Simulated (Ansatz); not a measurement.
**Fields on a plane of MgO (rock salt)**

```
MgO
1.0
    0.00000     2.12687     2.12687
    2.12687     0.00000     2.12687
    2.12687     2.12687     0.00000
O Mg
1 1
Direct
  0.00000   0.00000   0.00000
  0.50000   0.50000   0.50000
```

The slice is a {110} plane (indices of the conventional cell) through the point (0.000, 0.000, 0.000) (fractional), spanned by u = [100] and v = [1 -1 -1] in vectors of this cell: u (3.01 Å) and v (4.25 Å, at 90° to u). It covers one period; positions are fractions (u, v).

Atoms on it: O at (0.00, 0.00); Mg at (0.00, 0.50).

All values below come from PBE (plane waves to 420 eV, PAW, scalar-relativistic; Ansatz, a program for electronic structure). k mesh 13×13×13. These are valence fields of a PAW run, semicore shells included where kept as valence: close to a nucleus they are smooth pseudo fields. MgO was relaxed with its symmetry unable to fall.

```
|xxxx9999885511001155889999xx|
|9999999977441100114477999999|
|9999998866330000003366889999|
|9988886633110000001133668888|
|3333332211000000000011223333|
|0000000000000000000000000000|
|2222000000000000000000000022|
|4444440000000000000000113344|
|xxxx4422000000000000002244xx|
|xxxx4433000000000000003344xx|
|xxxx4422000000000000002244xx|
|4444331100000000000000004444|
|2222000000000000000000000022|
|0000000000000000000000000000|
|3333332211000000000011223333|
|9988886633110000001133668888|
|9999998866330000003366889999|
|9999999977441100114477999999|
|xxxx9999885511001155889999xx|
|xxxx9999995511001155999999xx|
```
Scale: ten equal steps from 0.02 (start of '0') to 0.83 (end of '9'), in the order '0123456789'. Values: electron localisation function (ELF). The map has 14 points along u (two characters each, u = 0 at the left) and 20 along v (v = 0 in the bottom row). Points within 0.4 Å of a nucleus are blanked (x), as the pseudised field means little there.

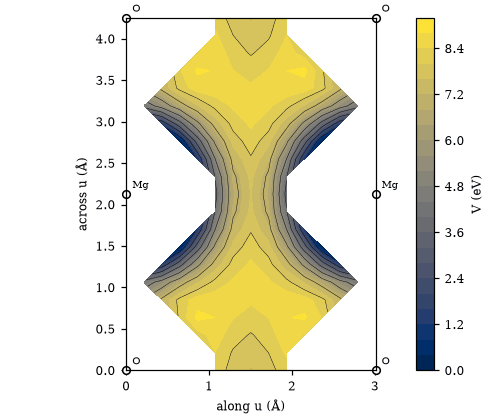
Fig. 1. Electrostatic potential energy of an electron, from the cell's mean, in eV, one period of the plane, atoms marked. Points within 0.9 Å of a nucleus are left white, as the pseudised field means little there. Values under 0 eV are set to 0. The zero, the cell's mean, hangs on the PAW cores.

The density on the O–Mg line (2.13 Å) at its density minimum, 1.2 Å from O is 0.24 e/Å³. The ELF at that point comes out as 0.1. ELF maximum in the middle third of the O–Mg line: 0.83, 0.7 Å from O. Character of the O–Mg contact (rough rule: ELF there above 0.7 covalent, below 0.2 ionic, polar between): closed-shell (ionic). Element round which the density of the highest valence band (whole band, smooth part) is largest on this plane: O. Element round which the density of the lowest conduction band (whole band as if filled, smooth part) is largest on this plane: O.
